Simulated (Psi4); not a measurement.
Intermolecular potential of HCl ··· H3ClSi (SMILES Cl and [SiH3]Cl), singlet. Monomers: optimised at B3LYP-D3(BJ) (def2-TZVP), held rigid. Orientation: a random orientation, not optimised. Only R, the distance of the centres of mass, is varied, so the lowest point isn't the relaxed dimer.

Geometry at R = 4.32 Å (first 2 atoms: monomer A):
```
7

Cl     0.6410     0.0000     0.0000
H     -0.6410     0.0000     0.0000
Si    -2.6949    -1.2096    -3.2281
Cl    -3.0384     0.3269    -1.8899
H     -1.3010    -1.1132    -3.7034
H     -3.6353    -1.0662    -4.3565
H     -2.9150    -2.4931    -2.5335
```

Method: SAPT0/jun-cc-pVDZ, frozen core (Psi4).

Components in kJ/mol:

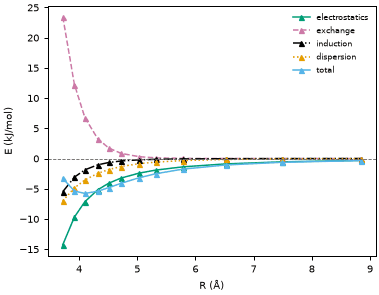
*Components of the interaction energy.*

| R / Å | electrostatics | exchange | induction | dispersion | total |
|---|---|---|---|---|---|
| 3.72 | -14.26 | 23.43 | -5.49 | -6.99 | -3.30 |
| 3.92 | -9.68 | 12.23 | -3.07 | -4.85 | -5.37 |
| 4.10 | -7.14 | 6.77 | -1.87 | -3.55 | -5.78 |
| 4.32 | -5.18 | 3.27 | -1.05 | -2.46 | -5.41 |
| 4.51 | -4.08 | 1.74 | -0.66 | -1.82 | -4.81 |
| 4.72 | -3.24 | 0.86 | -0.41 | -1.32 | -4.10 |
| 5.03 | -2.42 | 0.30 | -0.22 | -0.85 | -3.18 |
| 5.32 | -1.91 | 0.11 | -0.13 | -0.58 | -2.51 |
| 5.79 | -1.37 | 0.02 | -0.07 | -0.33 | -1.75 |
| 6.52 | -0.89 | 0.00 | -0.03 | -0.15 | -1.07 |
| 7.48 | -0.55 | 0.00 | -0.01 | -0.07 | -0.63 |
| 8.84 | -0.31 | 0.00 | 0.00 | -0.02 | -0.34 |
